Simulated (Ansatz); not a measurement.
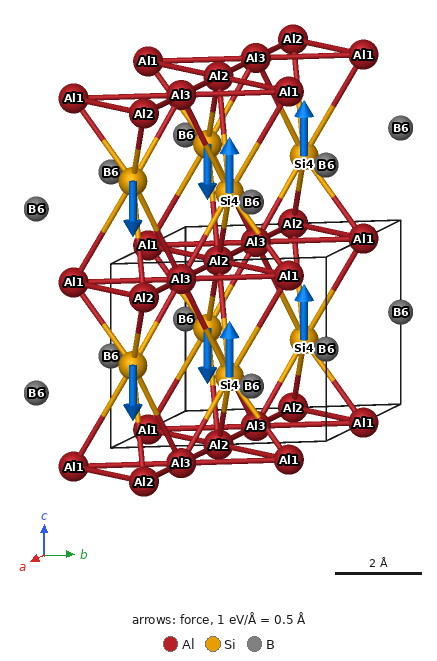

Starting geometry of solid Al3Si2B (a generated structure, set up in P-3m1) (coarse preliminary run) with the computed forces as blue arrows. The picture is a ball-and-stick view of the cell of the calculation, repeated 2 × 1 × 2 with one cell outlined, seen slightly off an axis.

The calculation used DFT PBE, scalar-relativistic, plane waves, PAW in Ansatz 0.2.0. Settings: plane-wave cutoff 420 eV; k-point mesh 6 × 6 × 4; occupations gaussian; smearing width 0.1 eV; no spin polarisation; cell and atoms relaxed; force threshold 0.04 eV/Å; at most 70 steps.

> Is this structure relaxed? If not, where do the atoms go?

It isn't relaxed: the largest force vector, on Si atoms, is 2.67 eV/Å. The atoms end up moving mostly along the starting forces (cosine between the two patterns 1.00). After 4 accepted moves (5 points after the start) the energy has fallen by 185 meV per atom. Largest force component: 2.7 eV/Å at the start, 0.0048 eV/Å at the end. Pressure: 6.29 GPa at the start and 0.08 GPa at the end. The SCF was repeated once at an unchanged geometry on a basis and grid sized afresh for the cell, which shifted the energy by 0.6 meV per atom at most. The largest moves relative to the cell, 0.29 Å, are those of Si atoms. Al and B stay in place. Cell: a = b 5.134 → 5.411 Å (+5.4 %), c 4.396 → 4.117 Å (−6.3 %). Volume +4.0 %. Near-neighbour distances that change, for instance: Al–Si 2.912 → 2.585 Å, Al–Si 2.401 → 2.584 Å, Al–Al 2.567 → 2.706 Å. The space group (tolerance 0.01 Å) goes from P-3m1 (No. 164) to P6/mmm (No. 191). The run took 14 s on 1 thread of Arm Neoverse V2, with other jobs on the host, peak memory 0.36 GiB.
